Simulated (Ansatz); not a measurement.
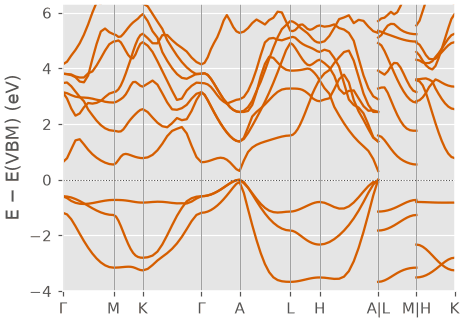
*Band structure from DFT-PBEsol in the program Ansatz with PAW potentials*

**Question.** Read off the gap and where the band edges lie.

**Answer.** About 0.3 eV (0.32 eV by a search for the band edges); maximum at A, minimum at A.

The material is BaGaSnH in space group P3m1 (No. 156; Ba on 1b, Ga on 1a, Sn on 1c, H on 1a).

The workflow started from a Materials Project entry (that database holds measured and hypothetical structures alike); the Crystallography Open Database files this formula in space group No. 156, but the cells were not matched. Whether it is the stable phase at ambient conditions was not checked. Symmetry was held in the PBEsol relaxation; whether a distortion lowers the energy is not shown. Spin–orbit coupling is left out wherever it is not named.

Potentials: the later of the program's two PAW sets.
